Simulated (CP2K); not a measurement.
**SiH4O2 (SMILES O[SiH2]O) at GFN2-xTB**

What is the vertical ionisation energy of SiH4O2 at GFN2-xTB? 

The results are computed with CP2K 2026.2.

3 further runs of the same task are left out: 1 that didn't finish, 2 set aside as unsound or not needed.

### Step 1. Starting point

SiH4O2 has 7 atoms, charge 0, and is taken as a singlet. SMILES: `O[SiH2]O`. The shape is that of a PBE0-D4/def2-TZVP optimisation. This is one conformer, not always the lowest.

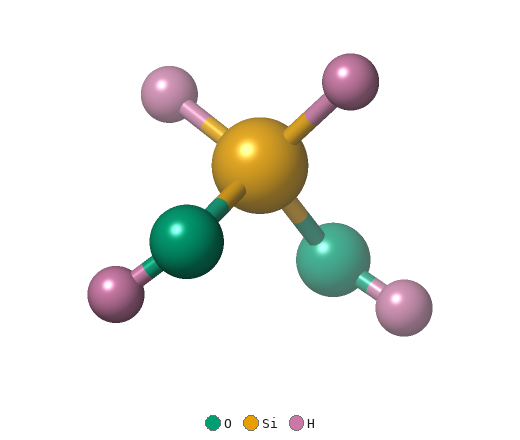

The structure, seen from a chosen angle (oxygen teal, silicon amber, hydrogen pink).

### Step 2. The energy at GFN2-xTB

The input, run.inp:

```
&global
  project run
  run_type ENERGY
  print_level MEDIUM
&end global

&force_eval
  method QUICKSTEP
  &dft
    charge 0
    multiplicity 1
    # Quickstep
    &qs
      method XTB
      eps_default 1.0E-10
      &xtb
        gfn_type TBLITE
        &tblite
          method GFN2
        &end tblite
        check_atomic_charges F
      &end xtb
    &end qs
    &poisson
      periodic NONE
      poisson_solver ANALYTIC
    &end poisson
    &scf
      scf_guess ATOMIC
      eps_scf 1.0E-06
      max_scf 150
      added_mos 8
      &diagonalization
        algorithm STANDARD
      &end diagonalization
      &mixing
        method DIRECT_P_MIXING
        alpha 0.4
      &end mixing
      &smear ON
        method FERMI_DIRAC
        electronic_temperature [K] 300
      &end smear
    &end scf
    # extra output
    &print
      &moments
        periodic F
        reference COM
        max_moment 1
      &end moments
      &mo ON
        energies T
        occupation_numbers T
        ndigits 6
        &each
          qs_scf 0
        &end each
        add_last NUMERIC
      &end mo
      &hirshfeld OFF
      &end hirshfeld
    &end print
  &end dft
  &subsys
    &cell
      abc [angstrom] 10.7 10.7 10.6
      periodic NONE
    &end cell
    &coord
      O     -1.385150    -0.243860    -0.354380
      Si     0.051410     0.422210     0.079240
      O      1.274030    -0.668570     0.183160
      H     -1.456660    -0.615580    -1.234790
      H      0.526670     1.393040    -0.933360
      H     -0.229300     1.048860     1.391580
      H      1.219010    -1.336090     0.868560
    &end coord
    &topology
      &center_coordinates
      &end center_coordinates
    &end topology
  &end subsys
&end force_eval
```

On the command line:

```console
$ OMP_NUM_THREADS=1 cp2k.psmp -i run.inp > run.out 2>&1
```

Output:

```text
CP2K| version string:                                       CP2K version 2026.2
[...]
 GLOBAL| Method name                                                        CP2K
[...]
 GLOBAL| Run type                                                         ENERGY
[...]
                             - Atoms:                                          7
[...]
                             - Spherical basis functions:                     21
[...]
 Number of electrons:                                                         20
[...]
  *** SCF run converged in    14 steps ***
[...]
  Fermi energy:                                                -0.18697338486051
[...]
 TB_DIPOLE| Moment [Debye]         -0.06844769      -0.56196084      -0.10540378
 TB_DIPOLE| Derivative [a.u.]       0.00000000       0.00000000       0.00000000
[...]
 ENERGY| Total FORCE_EVAL ( QS ) energy [hartree]            -11.997986467852082
[...]
```

Run time: 1.8 s. Hardware: 1 thread of Intel Xeon at 2.50GHz (Skylake/Cascade Lake), shared host; peak memory 0.23 GiB.

### Step 3. The doublet cation

The input, calc.inp:

```
&GLOBAL
   PROJECT_NAME calc
   RUN_TYPE ENERGY
   PRINT_LEVEL MEDIUM
&END GLOBAL
&FORCE_EVAL
   METHOD Quickstep
   &DFT
      CHARGE 1
      MULTIPLICITY 2
      UNRESTRICTED_KOHN_SHAM T
      ! Quickstep
      &QS
         METHOD XTB
         EPS_DEFAULT 1.0E-10
         &XTB
            GFN_TYPE TBLITE
            &TBLITE
               METHOD GFN2
            &END TBLITE
            CHECK_ATOMIC_CHARGES F
         &END XTB
      &END QS
      ! cluster boundary conditions
      &POISSON
         PERIODIC NONE
         POISSON_SOLVER ANALYTIC
      &END POISSON
      ! self-consistent field
      &SCF
         SCF_GUESS ATOMIC
         EPS_SCF 1.0E-06
         MAX_SCF 150
         ADDED_MOS 8
         &DIAGONALIZATION
            ALGORITHM STANDARD
         &END DIAGONALIZATION
         &MIXING
            METHOD DIRECT_P_MIXING
            ALPHA 0.4
         &END MIXING
         &SMEAR ON
            METHOD FERMI_DIRAC
            ELECTRONIC_TEMPERATURE [K] 300
            FIXED_MAGNETIC_MOMENT 1.0
         &END SMEAR
      &END SCF
      &PRINT
         &MOMENTS
            PERIODIC F
            REFERENCE COM
            MAX_MOMENT 1
         &END MOMENTS
         &MO ON
            ENERGIES T
            OCCUPATION_NUMBERS T
            NDIGITS 6
            &EACH
               QS_SCF 0
            &END EACH
            ADD_LAST NUMERIC
         &END MO
         &HIRSHFELD OFF
         &END HIRSHFELD
      &END PRINT
   &END DFT
   &SUBSYS
      ! vacuum box
      &CELL
         ABC 10.7 10.7 10.6
         PERIODIC NONE
      &END CELL
      &COORD
         O     -1.385150    -0.243860    -0.354380
         Si     0.051410     0.422210     0.079240
         O      1.274030    -0.668570     0.183160
         H     -1.456660    -0.615580    -1.234790
         H      0.526670     1.393040    -0.933360
         H     -0.229300     1.048860     1.391580
         H      1.219010    -1.336090     0.868560
      &END COORD
      &TOPOLOGY
         &CENTER_COORDINATES
         &END CENTER_COORDINATES
      &END TOPOLOGY
   &END SUBSYS
&END FORCE_EVAL
```

On the command line:

```console
$ OMP_NUM_THREADS=1 cp2k.psmp -i calc.inp > calc.out 2>&1
```

Output:

```text
CP2K| version string:                                       CP2K version 2026.2
[...]
 GLOBAL| Method name                                                        CP2K
[...]
 GLOBAL| Run type                                                         ENERGY
[...]
                             - Atoms:                                          7
[...]
                             - Spherical basis functions:                     21
[...]
 Number of electrons:                                                         10
[...]
  *** SCF run converged in    20 steps ***
[...]
  Fermi energy:                                                -0.55380271192249
[...]
 TB_DIPOLE| Moment [Debye]          0.22477347       1.84573583       0.34629063
 TB_DIPOLE| Derivative [a.u.]       0.00000000       0.00000000       0.00000000
[...]
 ENERGY| Total FORCE_EVAL ( QS ) energy [hartree]            -11.469693709619477
[...]
```

Wall time 1.9 s (1 thread of Intel Xeon at 2.50GHz (Skylake/Cascade Lake), shared host); peak memory 0.23 GiB.

### Step 4. Results

Level: GFN2-xTB.

```
                                                 quantity         value
                             singlet SiH4O2: total energy  -11.99799 Eh
singlet SiH4O2: dipole moment (from atomic charges alone)        0.58 D
                              singlet SiH4O2: HOMO energy     -11.21 eV
                              singlet SiH4O2: LUMO energy      -4.19 eV
                            singlet SiH4O2: HOMO–LUMO gap       7.01 eV
                        singlet SiH4O2: dispersion energy  -6.98 kJ/mol
                             doublet cation: total energy  -11.46969 Eh
       doublet cation: HOMO energy (highest over α and β)     -18.39 eV
        doublet cation: LUMO energy (lowest over α and β)     -17.59 eV
                        doublet cation: dispersion energy  -4.74 kJ/mol
       vertical ionisation energy (to the doublet cation)     14.376 eV
```

**Reading.** The vertical ionisation energy comes to 14.38 eV (332 kcal/mol). xTB total energies overstate such differences by several eV unless an empirical shift is taken off; none is applied here. The dipole (singlet SiH4O2) comes from point charges on the atoms alone, without atomic dipoles, so it is partial.
